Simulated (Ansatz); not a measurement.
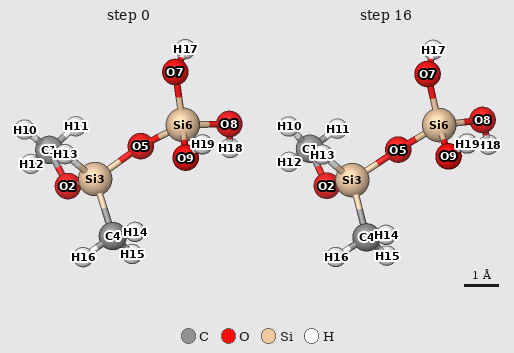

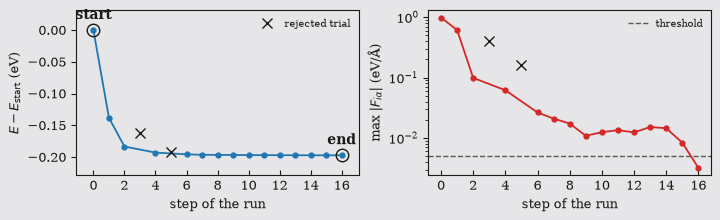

First and last geometry of a relaxation of C₂H₁₀O₅Si₂, with the history of the run. The picture is a ball-and-stick view, seen at a tilt.

The start comes from PBE-D4/def2-SVP.

The calculation used RKS PBE0-D4/def2-TZVP in Ansatz. Settings: force threshold 0.005 eV/Å; at most 150 steps.

What do the curves and the structures tell?

It converged. The energy falls by 0.197 eV in 14 accepted moves (16 points after the start). The largest force component goes from 0.98 to 0.0032 eV/Å. The line search rejected the trial steps at points 3, 5 of the run. The atom that moves furthest after the best rigid fit is H17 (0.27 Å). By element the largest moves are H 0.27 Å, O 0.18 Å, C 0.12 Å, Si 0.03 Å. Among the contacts that change: Si3–O5 1.689 → 1.644 Å, O5–Si6 1.656 → 1.616 Å, O2–Si3 1.674 → 1.635 Å, Si6–O8 1.667 → 1.634 Å. Among the angles between lasting bonds that change: Si3–O5–Si6 135.9° → 142.6°, Si6–O8–H18 113.5° → 117.0°.
